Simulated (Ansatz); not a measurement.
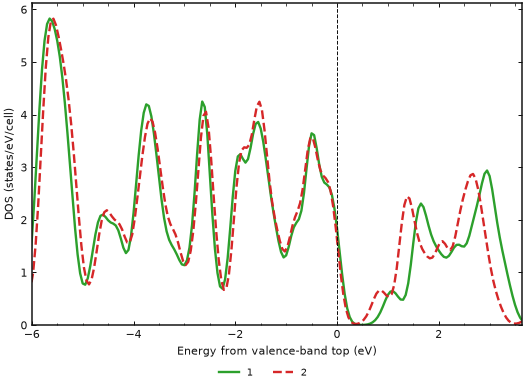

Total densities of states of PtSeO (slab), 3 atoms in the cell, 1T monolayer (Janus) type, hydrostatic strain −5.0%, by two methods on the same cell. The curves are built from the levels of the k mesh with Gaussians 0.3 eV wide, which also blur the band edges. Each is counted from its own valence-band top.

**Which curve is which? The methods: PBE, r2SCAN.**

1 is r2SCAN; 2 is PBE. r2SCAN gives a gap of 0.86 eV and PBE gives a gap of 0.63 eV.

Settings. r2SCAN: DFT, r2SCAN, plane waves, PAW, no spin polarisation, 12×12×1 k mesh, 500 eV cutoff (Ansatz). PBE: DFT, PBE, plane waves, PAW, no spin polarisation, 12×12×1 k mesh, 420 eV cutoff (Ansatz 0.2.0).

Spin-orbit coupling is left out, which matters for Pt.
